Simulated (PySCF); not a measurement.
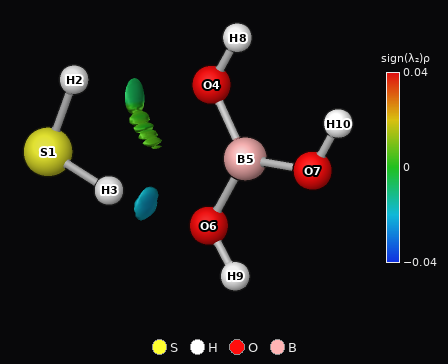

*BH5O3S, SMILES `S.OB(O)O`. Non-covalent interaction surfaces between the fragments (reduced density gradient s = 0.4, coloured by sign(λ₂)ρ in a.u.; trimmed to the region between the fragments where ρ is under 0.06 a.u.). Fragment A: H2S (atoms 1–3); fragment B: BH3O3.*

Level of theory: B3LYP/def2-SVP (PySCF), at a geometry from GFN2-xTB. GFN2-xTB bond lengths at metals and heavier atoms can be off by up to 0.1 Å and shapes distorted, which carries into these values.

Q: Interpret the surfaces between the fragments.

A: Bond critical points between the fragments: H3···O6, hydrogen bond, 2.05 Å, ρ = 0.022 a.u.; H2···O4, hydrogen bond, 2.72 Å, ρ = 0.007 a.u. The strongest appears blue-green. Several contacts close a ring, whose ring point adds a part with positive λ₂ between them. The pose is a local one from a semi-empirical search, not shown to be the most stable.

Q: How strongly are they bound?

A: The counterpoise-corrected interaction energy of the frozen fragments is −0.9 kcal/mol without dispersion correction and −2.9 kcal/mol with D3(BJ). The pair geometry is semi-empirical, not a minimum at this level.

Cost of the run: 51 s on 1 thread of Intel(R) Xeon(R) Processor @ 2.50GHz (Skylake/Cascade Lake) (shared host), peak memory 0.47 GiB.
